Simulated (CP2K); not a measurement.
Consider 2-vinylimidazole at its PBE geometry (Å).

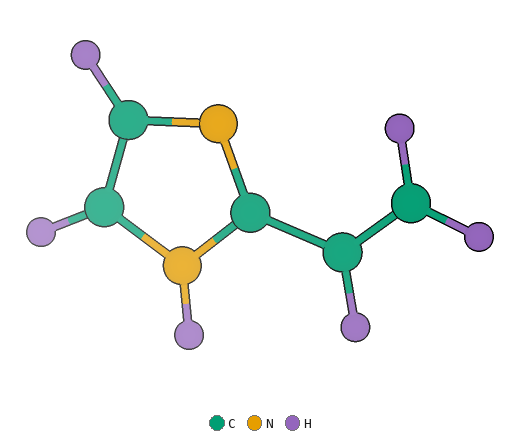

The molecule (carbon teal, nitrogen orange, hydrogen purple).

```xyz
13

C     2.5394    0.0894    0.1384
C     1.4289   -0.1799   -0.5692
C     0.0786   -0.0329   -0.0597
N    -0.2870    0.3809    1.1560
C    -1.6606    0.3724    1.1574
C    -2.1542   -0.0518   -0.0619
N    -1.0378   -0.3094   -0.8272
H     2.4715    0.4409    1.1676
H     3.5269   -0.0381   -0.3007
H     1.5186   -0.5302   -1.6010
H    -2.2277    0.6731    2.0326
H    -3.1596   -0.1864   -0.4420
H    -1.0370   -0.6282   -1.7903
```

Method: CP2K XAS_TDP, all-electron GAPW, PBEh(45%), aug-cc-pVDZ, TDA, GW2X-corrected core level, no relativity.

**Question.** Where do the C K-edge lines lie, and how strong are they?

Leading lines: C1 286.37 eV, C2 287.10 eV, C3 288.29 eV, C5 288.26 eV and C6 288.14 eV. The leading line of an atom is its first one with 35 % of the strongest within 2.5 eV of its lowest line over the strength cut. Core ionisation energies at this level: C3 293.12, C5 292.04, C6 292.40, C1 291.90 and C2 292.34 eV.

The first six lines of each atom with a strength over 0.0015:

```tsv
atom	energy (eV)	states	strength, one atom	above the computed threshold
C1 (bonded to C and 2 H)	286.37	1	0.0492	
	290.06	1	0.0072	
	290.67	1	0.0021	
	290.94	1	0.0103	
	291.58	1	0.0036	
	291.69	1	0.0060	
C2 (bonded to 2 C and H)	287.10	1	0.0420	
	290.14	1	0.0125	
	291.33	1	0.0104	
	291.52	1	0.0028	
	292.07	2	0.0055	
	292.48	1	0.0035	yes
C3 (bonded to C and 2 N)	288.29	1	0.0421	
	291.34	1	0.0185	
	292.18	1	0.0028	
	292.42	1	0.0043	
	292.74	1	0.0037	
	293.57	1	0.0076	yes
C5 (bonded to C, N and H)	288.26	1	0.0546	
	290.37	1	0.0059	
	290.80	1	0.0038	
	291.69	1	0.0016	
	291.84	2	0.0019	
	292.05	1	0.0022	yes
C6 (bonded to C, N and H)	288.14	1	0.0478	
	290.18	1	0.0101	
	290.41	1	0.0040	
	291.06	1	0.0032	
	291.97	1	0.0032	
	292.35	1	0.0036
```

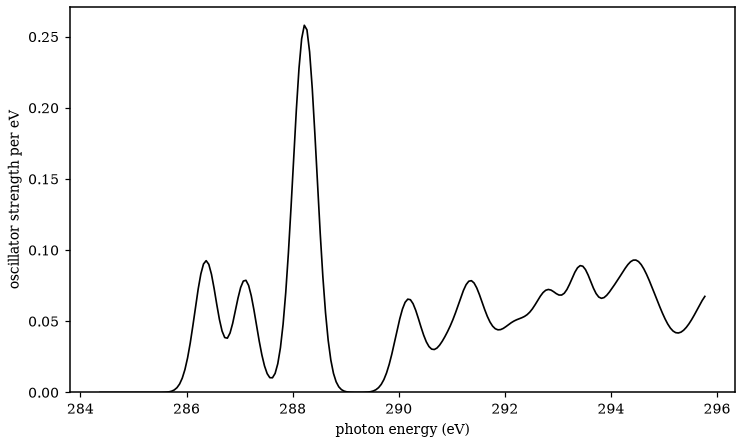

All atoms added, broadened by 0.5 eV.

Lines are vertical, at one geometry, with no vibrational structure. GW2X ionisation energies and lines can be off by 1 to 2 eV either way, and a good line position may hide errors that cancel. These values hold no scalar relativity, about 0.1 eV for C 1s. Rydberg lines, and the discretised continuum above threshold, depend on the basis and the box.

[Banner, clock and machine lines of the logs are left out without a mark of their own.]

[Logs are printed without paths, hosts, clocks, repeated set-up lines and the standing remarks that a program may print on its own settings, such as how far it seeks lower states.]

[Hosts, paths, dates, database ids (printed as entryN), source tags and the programs' standing remarks are cut or masked in the printed files.]
